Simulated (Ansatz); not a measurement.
**AlPH₃ (doublet): one geometry, many settings at a displaced geometry (v1)**

What do other methods and options give for AlPH₃ (doublet) at this geometry, and how long do they take?

Method: the settings change from run to run; program: Ansatz 0.2.0, Gaussian basis.

21 further runs of the same task are left out: 7 that didn't finish, 14 set aside as unsound or not needed.

## Step 1: What is computed

The geometry is a PBE0/def2-TZVP stationary point (not a proven minimum) with its atoms shifted at random (size 0.040 Å).

5 atoms, charge 0, spin multiplicity 2.

Atoms are counted from 1 here; the program's logs count them from 0.

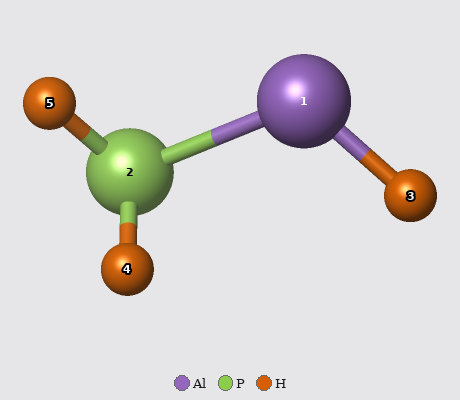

The geometry (aluminium purple, phosphorus green, hydrogen orange); atoms are numbered from 1 in the order of the file.

## Step 2: CASCI(5,6)/6-31G

The input, in.yaml:

```yaml
crystal:
  periodic: [false, false, false]
  atoms:
    - {symbol: Al, position_ang: [0.044482, -0.111748, 1.262347]}
    - {symbol: P, position_ang: [-0.089099, 0.060117, -1.082413]}
    - {symbol: H, position_ang: [-0.003382, 1.313017, 2.021256]}
    - {symbol: H, position_ang: [0.981660, 0.927966, -1.129802]}
    - {symbol: H, position_ang: [0.568955, -1.096982, -1.420915]}
basis:
  gaussian: {orbitals: 6-31G}
magnetization: {spin_polarized: false, initial_magnetization: 1}
correlation: {active_space: {window: {electrons: 5, orbitals: 6}, fixed_orbitals: true}}
output: {forces: true}
```

On the command line:

```
$ ansatz run in.yaml --threads 1 --pin off --events-out ev --progress --plain --max-ram 2393MiB
```

The program printed:

```text
Functional definition: HF
  name "HF"
  cite "Fock, Z. Phys. 61, 126 (1930) doi:10.1007/BF01340294"
  parent pbe
  exchange = exact_x
  correlation = 0
374 factors; integrals over basis functions are off by at most 2.2e-4 eV
mean field evaluation 1: about -15897.8879 eV, gradient 1.1e1 eV
mean field evaluation 2: about -15897.8913 eV, gradient 1.1e1 eV
mean field evaluation 4: about -15898.8167 eV, gradient 1.2e0 eV
mean field evaluation 8: about -15898.8349 eV, gradient 1.2e-3 eV
mean field -15898.83493383 eV, -584.2714072007 hartree, gradient 4.0e-6 eV, S^2 0.750000; 0 other end points of the search recorded, 0 dependent functions left out
reference -15898.83493383 eV, -584.2714072007 hartree; 16, 15 occupied and 16, 17 virtual orbitals, 374 factors
state -15898.90878420 eV, -584.2741211520 hartree
the calculation of the forces begins
Total energy: -15898.90878420 eV, -584.2741211520 hartree
Atom 0 at     0.044482    -0.111748     1.262347 Å, force    -0.285244    -0.092843     0.613917 eV/Å
Atom 1 at    -0.089099     0.060117    -1.082413 Å, force    -1.301838     0.253749     0.309686 eV/Å
Atom 2 at    -0.003382     1.313017     2.021256 Å, force     0.042662     0.080266     0.133145 eV/Å
Atom 3 at     0.981660     0.927966    -1.129802 Å, force     0.904373     0.753474    -0.469966 eV/Å
Atom 4 at     0.568955    -1.096982    -1.420915 Å, force     0.640048    -0.994646    -0.586781 eV/Å
Dipole moment:     0.272113    -0.197523     0.274735 e Å
```

It took 0.48 s on 1 thread of Arm Neoverse V1, shared host.

From the report: 300 determinants; active occupations 2.00, 1.99, 1.00, 0.00, 0.00, 0.00.

## Step 3: CISD/cc-pVDZ

Changes to in.yaml since step 2:

```diff
@@ -9,5 +9,5 @@
 basis:
-  gaussian: {orbitals: 6-31G}
+  gaussian: {orbitals: cc-pVDZ, fitting: {mean_field: def2-universal-jkfit}}
 magnetization: {spin_polarized: false, initial_magnetization: 1}
-correlation: {active_space: {window: {electrons: 5, orbitals: 6}, fixed_orbitals: true}}
+correlation: {active_space: {ras: {orbitals: [5, 1, 35], electrons: 11, max_holes: 2, max_particles: 2}, fixed_orbitals: true}}
 output: {forces: true}
```

Same command.

The program printed, shortened:

```text
Functional definition: HF
  name "HF"
  cite "Fock, Z. Phys. 61, 126 (1930) doi:10.1007/BF01340294"
  parent pbe
[...]
310 factors; integrals over basis functions are off by at most 4.2e-1 eV
[...]
mean field -15901.44844155 eV, -584.3674518381 hartree, gradient 1.7e-6 eV, S^2 0.750000; 0 other end points of the search recorded, 0 dependent functions left out
reference -15901.44844155 eV, -584.3674518381 hartree; 16, 15 occupied and 35, 36 virtual orbitals, 310 factors
state -15906.70702234 eV, -584.5607011178 hartree
[...]
Total energy: -15906.70702234 eV, -584.5607011178 hartree
Atom 0 at     0.044482    -0.111748     1.262347 Å, force    -0.036043     0.156438     0.180888 eV/Å
Atom 1 at    -0.089099     0.060117    -1.082413 Å, force    -1.651789     0.341439     0.289536 eV/Å
Atom 2 at    -0.003382     1.313017     2.021256 Å, force     0.014716    -0.174165    -0.040340 eV/Å
Atom 3 at     0.981660     0.927966    -1.129802 Å, force     0.969552     0.627601    -0.146907 eV/Å
Atom 4 at     0.568955    -1.096982    -1.420915 Å, force     0.703565    -0.951314    -0.283177 eV/Å
Dipole moment:     0.152630    -0.146207     0.093408 e Å
```

Wall time 4.3 s (1 thread of Arm Neoverse V1, shared host).

From the report: 80,541 determinants.

## Step 4: HF/def2-SVP

Changes to in.yaml since step 3:

```diff
@@ -9,5 +9,5 @@
 basis:
-  gaussian: {orbitals: cc-pVDZ, fitting: {mean_field: def2-universal-jkfit}}
+  gaussian: {orbitals: def2-SVP}
 magnetization: {spin_polarized: false, initial_magnetization: 1}
-correlation: {active_space: {ras: {orbitals: [5, 1, 35], electrons: 11, max_holes: 2, max_particles: 2}, fixed_orbitals: true}}
-output: {forces: true}
+hamiltonian: {xc: hf}
+output: {orbitals: {seedname: orbitals}}
```

Same command.

The program printed:

```text
Functional definition: HF
  name "HF"
  cite "Fock, Z. Phys. 61, 126 (1930) doi:10.1007/BF01340294"
  parent pbe
  exchange = exact_x
  correlation = 0
476 factors; integrals over basis functions are off by at most 1.1e-3 eV
mean field evaluation 1: about -15895.3223 eV, gradient 1.1e1 eV
mean field evaluation 2: about -15895.3254 eV, gradient 1.1e1 eV
mean field evaluation 4: about -15896.3460 eV, gradient 1.4e0 eV
mean field evaluation 8: about -15896.3673 eV, gradient 1.9e-3 eV
mean field -15896.36734395 eV, -584.1807249454 hartree, gradient 2.3e-5 eV, S^2 0.750000; 0 other end points of the search recorded, 0 dependent functions left out
reference -15896.36734395 eV, -584.1807249454 hartree; 16, 15 occupied and 35, 36 virtual orbitals, 476 factors
Total energy: -15896.36734395 eV, -584.1807249454 hartree
```

Wall time 0.3 s (1 thread of Arm Neoverse V1, shared host).

## Step 5: MP2 on ROHF/cc-pVDZ

Changes to in.yaml since step 4:

```diff
@@ -9,5 +9,6 @@
 basis:
-  gaussian: {orbitals: def2-SVP}
+  gaussian: {orbitals: cc-pVDZ}
 magnetization: {spin_polarized: false, initial_magnetization: 1}
-hamiltonian: {xc: hf}
-output: {orbitals: {seedname: orbitals}}
+correlation: {method: mp2, electrons: outside_noble_gas}
+accuracy: high
+scf: {lower_state_search: off}
```

Launched as before.

The program printed, shortened:

```text
Functional definition: HF
  name "HF"
  cite "Fock, Z. Phys. 61, 126 (1930) doi:10.1007/BF01340294"
  parent pbe
[...]
1141 factors; integrals over basis functions are off by at most 3.9e-9 eV
[...]
mean field -15901.44806756 eV, -584.3674380941 hartree, gradient 2.4e-8 eV, S^2 0.750000; 0 other end points of the search recorded, 0 dependent functions left out
10 core orbitals not correlated: weight in the atoms' cores, before any rotation towards them, 1.000 or more for the frozen orbitals, at most 0.000 for the correlated occupied ones
reference -15901.44806756 eV, -584.3674380941 hartree; 6, 5 occupied and 35, 36 virtual orbitals, 1141 factors
second order -4.71728146 eV of doubles, -0.01812825 eV of singles
Total energy: -15906.18347726 eV, -584.5414611910 hartree
Checks for a lower state left out: stability, starts, cluster_reference, orbital_swaps, neighbouring_geometries, increment
```

Wall time 0.87 s (1 thread of Arm Neoverse V1, shared host).

## Step 6: CCSD(T) on ROHF/6-31G*

Changes to in.yaml since step 5:

```diff
@@ -9,6 +9,4 @@
 basis:
-  gaussian: {orbitals: cc-pVDZ}
+  gaussian: {orbitals: "6-31G*"}
 magnetization: {spin_polarized: false, initial_magnetization: 1}
-correlation: {method: mp2, electrons: outside_noble_gas}
-accuracy: high
-scf: {lower_state_search: off}
+correlation: {method: ccsd_t, electrons: outside_noble_gas}
```

Same command.

The program printed, shortened:

```text
Functional definition: HF
  name "HF"
  cite "Fock, Z. Phys. 61, 126 (1930) doi:10.1007/BF01340294"
  parent pbe
[...]
426 factors; integrals over basis functions are off by at most 9.6e-4 eV
[...]
mean field -15900.47974215 eV, -584.3318527917 hartree, gradient 2.0e-6 eV, S^2 0.750000; 1 other end points of the search recorded, 0 dependent functions left out
determinant -15900.47974215 eV, -584.3318527917 hartree, with singles and doubles -15905.21191382 eV, -584.5057568932 hartree
determinant -15898.20001925 eV, -584.2480745204 hartree, with singles and doubles -15903.28144062 eV, -584.4348133116 hartree
10 core orbitals not correlated: weight in the atoms' cores, before any rotation towards them, 1.000 or more for the frozen orbitals, at most 0.000 for the correlated occupied ones
reference -15900.47974215 eV, -584.3318527917 hartree; 6, 5 occupied and 28, 29 virtual orbitals, 426 factors
second order -3.81388392 eV of doubles, -0.01643314 eV of singles
cycle   1  -4.73241227 eV  change   -2.4e-4 eV  update   9.5e-4
[...]
cycle   8  -4.73268821 eV  change    1.2e-5 eV  update   5.7e-6
perturbative correction -0.14040950 eV, -0.0051599541 hartree
Total energy: -15905.35283987 eV, -584.5109358298 hartree
```

It took 1.4 s on 1 thread of Arm Neoverse V1, shared host.

From the report: correlation -4.8731 eV; T1 0.022; largest double amplitude 0.03.

## Step 7: CCSDT(Q)/B on UHF/6-31G

Changes to in.yaml since step 6:

```diff
@@ -9,4 +9,5 @@
 basis:
-  gaussian: {orbitals: "6-31G*"}
-magnetization: {spin_polarized: false, initial_magnetization: 1}
-correlation: {method: ccsd_t, electrons: outside_noble_gas}
+  gaussian: {orbitals: 6-31G}
+magnetization: {spin_polarized: true, initial_magnetization: 1}
+correlation: {method: ccsdt_q_b, electrons: outside_noble_gas}
+accuracy: high
```

Same command.

The program printed, shortened:

```text
Functional definition: HF
  name "HF"
  cite "Fock, Z. Phys. 61, 126 (1930) doi:10.1007/BF01340294"
  parent pbe
[...]
733 factors; integrals over basis functions are off by at most 4.0e-9 eV
[...]
mean field -15898.85239033 eV, -584.2720487156 hartree, gradient 1.7e-8 eV, S^2 0.753234; 1 other end points of the search recorded, 0 dependent functions left out
determinant -15898.85239033 eV, -584.2720487156 hartree, with singles and doubles -15901.81618504 eV, -584.3809661621 hartree
determinant -15896.76048779 eV, -584.1951727151 hartree, with singles and doubles -15899.90796923 eV, -584.3108405245 hartree
10 core orbitals not correlated: weight in the atoms' cores, before any rotation towards them, 1.000 or more for the frozen orbitals, at most 0.000 for the correlated occupied ones
reference -15898.85239033 eV, -584.2720487156 hartree; 6, 5 occupied and 16, 17 virtual orbitals, 733 factors
second order -2.23944668 eV of doubles, -0.00000000 eV of singles
cycle   1  -2.70999211 eV  change   -4.7e-1 eV  update   7.1e-2
[...]
cycle  29  -3.03585586 eV  change  -5.1e-11 eV  update   1.0e-9
perturbative correction -0.00258662 eV, -0.0000950564 hartree
Total energy: -15901.89083281 eV, -584.3837094172 hartree
```

Wall time 7 s (1 thread of Arm Neoverse V1, shared host).

From the report: ⟨S²⟩ of the determinant 0.753 (pure doublet: 0.75); correlation -3.0384 eV; T1 0.019; largest double amplitude 0.03.

## Step 8: The runs in one table

Where basis and cores are those of an earlier UCCSDT(Q)/cc-pVDZ run (-15907.3706 eV), and the state is the same kind, the miss against it is given.

```csv
level,correlated,functions,energy (eV),from UCCSDT(Q) (meV),time
"CASCI(5,6)/6-31G",,32,-15898.9088,,0.48 s
CISD/cc-pVDZ,outside noble gas,51,-15906.7070,663.6,4.3 s
HF/def2-SVP,,51,-15896.3673,,0.3 s
MP2 on ROHF/cc-pVDZ,outside noble gas,51,-15906.1835,1187.2,0.87 s
CCSD(T) on ROHF/6-31G*,outside noble gas,44,-15905.3528,,1.4 s
CCSDT(Q)/B on UHF/6-31G,outside noble gas,32,-15901.8908,,7 s
```

## Step 9: Results

| quantity | value |
| --- | --- |
| runs | 6 |
| quickest | HF/def2-SVP, 0.3 s |
| slowest | CCSDT(Q)/B on UHF/6-31G, 7 s |

What this shows: Total energies in different bases, with other cores or another treatment of relativity can't be set against each other. CCSDT(Q)/B on UHF/6-31G took 23 times as long as HF/def2-SVP; the jobs differ in more than the method. Among the correlated runs with a miss given, it spans +664 to +1187 meV.
